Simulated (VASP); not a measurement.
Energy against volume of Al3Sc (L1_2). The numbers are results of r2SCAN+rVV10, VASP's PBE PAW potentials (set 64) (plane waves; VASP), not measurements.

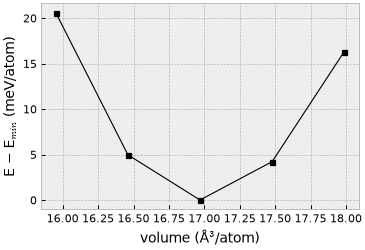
Energy against volume

Task: Estimate the equilibrium volume and the bulk modulus.

Result: The minimum lies near 17.0 Å³/atom, and the curvature gives B0 of about 96 GPa.

Measured: a 4.103 Å (computed value off by -0.6 %), as given by A Combined Experimental and First-Principles Based Assessment of Finite-Temperature Thermodynamic Properties of …. The calculation is for a static lattice, while the measured a holds thermal and zero-point effects, which are part of the difference.

The compound is Al3Sc in the L1_2 structure. It was relaxed first.
